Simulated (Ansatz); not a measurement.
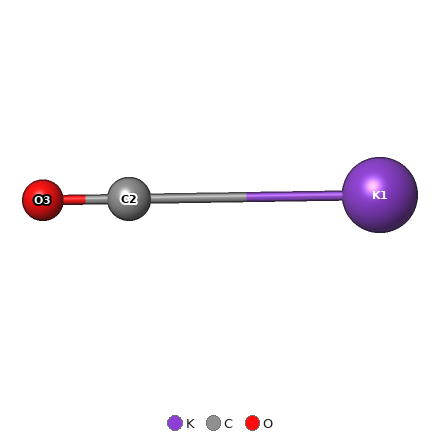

The system is CKO, charge +1; the picture shows the reference structure. 
- The turn is about an axis along (−0.28, 0.96, 0.00) in the frame of the relaxed pair, normal to the line between the partners.
- First axis: distance C2···K1. Second axis: turn of K1 about C2.
- The scan uses a 15 × 15 grid; 120 points were computed and 105 follow by symmetry.
- Energies: eV, counted from the ion and the molecule far apart, frozen as in the relaxed pair, each in its own basis (no counterpoise correction).
- The calculation used RHF/def2-TZVPD (Ansatz 0.2.0).

Its coordinates:

```xyz
3

K    -0.0983   -0.0289   -2.4906
C     0.0275    0.0080    0.6976
O     0.0708    0.0207    1.7930
```

Range: distance C2···K1 from 2.680 to 5.280 Å; turn of K1 about C2 from −120.0 to 120.0°.

Q: What will the energy surface look like?

A: The lowest grid point is at distance C2···K1 = 3.130 Å, turn of K1 about C2 = 0.0°, −0.194 eV from the ion and the molecule far apart, frozen as in the relaxed pair, each in its own basis (no counterpoise correction). No other kind of well shows on this grid. The highest grid point, distance C2···K1 = 2.680 Å, turn of K1 about C2 = −120.0°, lies 0.770 eV above the lowest. Round the minimum the two coordinates are nearly uncoupled.

```csv
"turn of K1 about C2 ↓, distance C2···K1 →",2.680,2.745,2.851,2.981,3.130,3.296,3.474,3.666,3.868,4.081,4.304,4.535,4.776,5.024,5.280
120.0,0.576,0.432,0.259,0.123,0.032,−0.019,−0.042,−0.049,−0.047,−0.041,−0.035,−0.029,−0.024,−0.019,−0.016
102.9,0.319,0.246,0.158,0.088,0.042,0.015,0.002,−0.003,−0.004,−0.003,−0.002,0.000,0.001,0.002,0.002
85.7,0.246,0.191,0.125,0.073,0.038,0.018,0.009,0.005,0.004,0.005,0.006,0.007,0.007,0.007,0.007
68.6,0.191,0.139,0.077,0.030,0.000,−0.016,−0.021,−0.020,−0.017,−0.013,−0.009,−0.006,−0.003,−0.001,0.000
51.4,0.124,0.071,0.008,−0.037,−0.063,−0.073,−0.071,−0.064,−0.055,−0.045,−0.037,−0.029,−0.023,−0.018,−0.014
34.3,0.055,0.000,−0.063,−0.106,−0.128,−0.132,−0.125,−0.111,−0.096,−0.081,−0.067,−0.055,−0.046,−0.037,−0.031
17.1,0.003,−0.053,−0.115,−0.158,−0.177,−0.177,−0.165,−0.146,−0.126,−0.107,−0.090,−0.075,−0.062,−0.052,−0.043
0.0,−0.016,−0.072,−0.135,−0.177,−0.194,−0.193,−0.179,−0.159,−0.137,−0.117,−0.098,−0.082,−0.069,−0.057,−0.048
−17.1,0.003,−0.053,−0.115,−0.158,−0.177,−0.177,−0.165,−0.146,−0.126,−0.107,−0.090,−0.075,−0.062,−0.052,−0.043
−34.3,0.055,0.000,−0.063,−0.106,−0.128,−0.132,−0.125,−0.111,−0.096,−0.081,−0.067,−0.055,−0.046,−0.037,−0.031
−51.4,0.124,0.071,0.008,−0.037,−0.063,−0.073,−0.071,−0.064,−0.055,−0.045,−0.037,−0.029,−0.023,−0.018,−0.014
−68.6,0.191,0.139,0.077,0.030,0.000,−0.016,−0.021,−0.020,−0.017,−0.013,−0.009,−0.006,−0.003,−0.001,0.000
−85.7,0.246,0.191,0.125,0.073,0.038,0.018,0.009,0.005,0.004,0.005,0.006,0.007,0.007,0.007,0.007
−102.9,0.319,0.246,0.158,0.088,0.042,0.015,0.002,−0.003,−0.004,−0.003,−0.002,0.000,0.001,0.002,0.002
−120.0,0.576,0.432,0.259,0.123,0.032,−0.019,−0.042,−0.049,−0.047,−0.041,−0.035,−0.029,−0.024,−0.019,−0.016
```

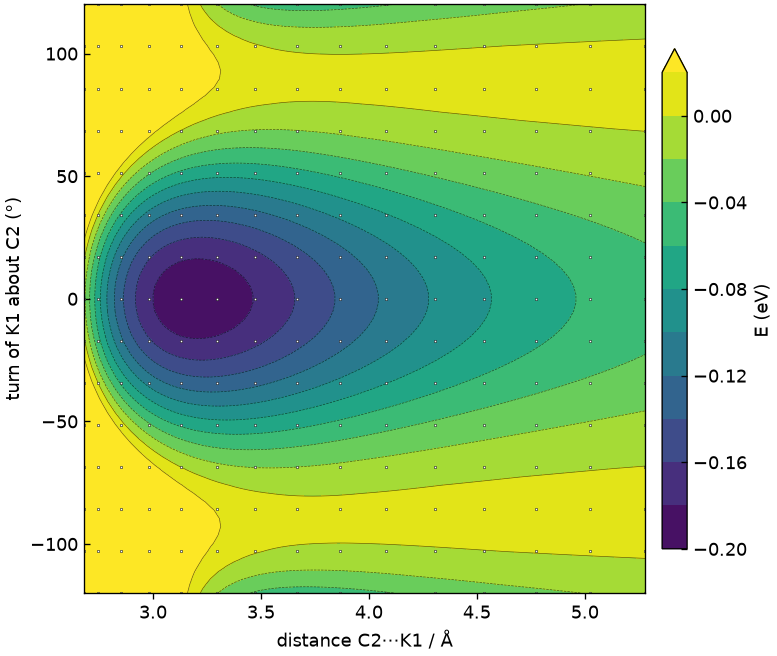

Drawn: filled contours, dots at the grid points, one colour for all values above the top of the scale. Between grid points the surface is interpolated.

Time for the 120 points that were run: 2.3 min on 1 thread of AMD EPYC 7R13 Processor (Zen 3) (shared host).
